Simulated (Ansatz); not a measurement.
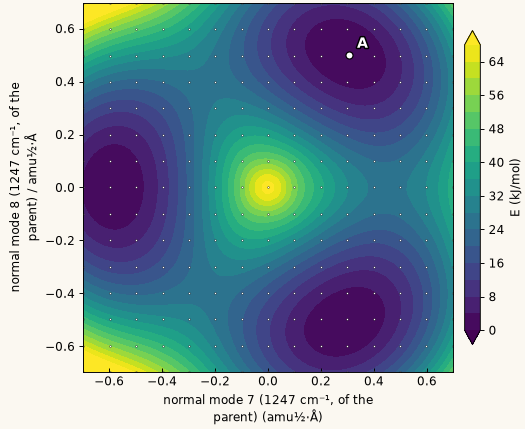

CH₃BN, spin multiplicity 2. 
- Coordinates scanned: (1) normal mode 7 (1247 cm⁻¹, of the parent); (2) normal mode 8 (1247 cm⁻¹, of the parent).
- Nothing is relaxed (straight displacements along the two mass-weighted modes).
- The grid has 15 × 15 points.
- Points are written as (first, second).
- Energies are in kJ/mol, from the lowest grid point.
- Near the degeneracy a single determinant is a rough description.
- All numbers below come from UHF/def2-SVPD in Ansatz.

The picture shows filled contours, dots at the grid points, one colour for all values above the top of the scale, the point A. Between grid points the surface is interpolated.

Question: Find the lowest pass out of the well at A.

Answer: The easiest path leads from the well at (0.299 amu½·Å, 0.498 amu½·Å) to a well of about the same depth at about (−0.58 amu½·Å, 0.01 amu½·Å). Its highest point lies about 27 kJ/mol above the bottom of the first well on the interpolated surface, at (−0.199 amu½·Å, 0.399 amu½·Å). This is the barrier on the constrained surface; relaxing the other coordinates would change it.

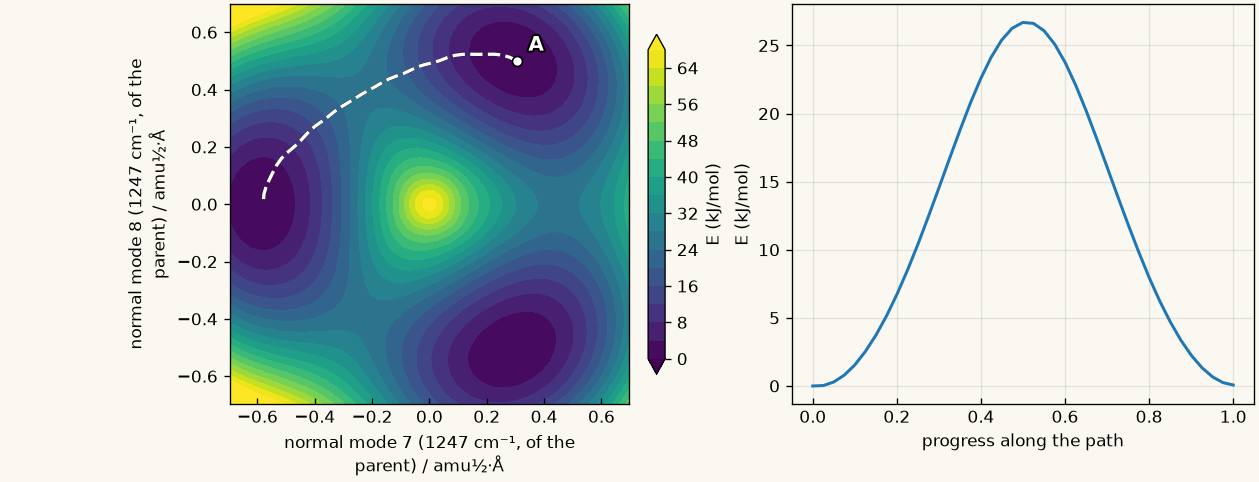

The picture shows filled contours, a line along the lowest path, one colour for all values above the top of the scale, the energy along the path at the right. Between grid points the surface is interpolated.
